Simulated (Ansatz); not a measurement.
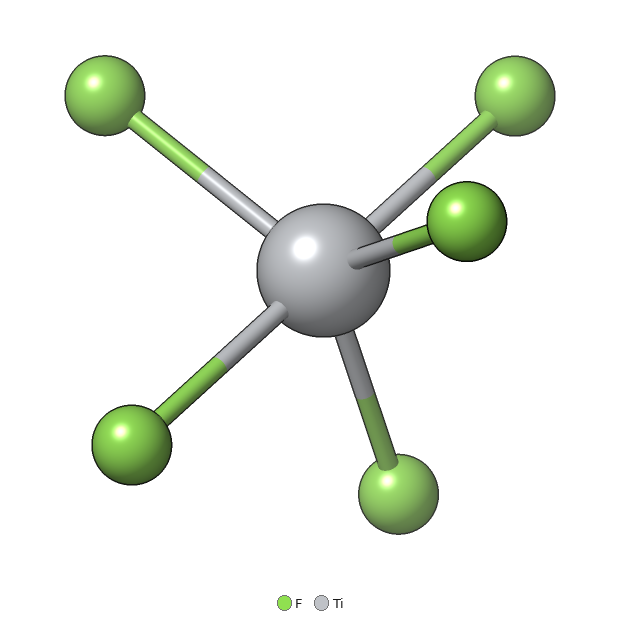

A molecule with one transition-metal atom. The species has charge −1 and is a spin singlet. The geometry was computed by an optimisation with PBE0-D4/def2-TZVPD.

Question. What is the coordination number of the metal, and which atoms bind to it?

Answer. Ti binds 5 atoms: 5 F at 1.80–1.84 Å. The arrangement is trigonal bipyramidal.

Question. Give the formal oxidation state and the d-electron count.

Answer. Ti(IV), d⁰, counting the ligands as closed-shell ions or neutral donors.
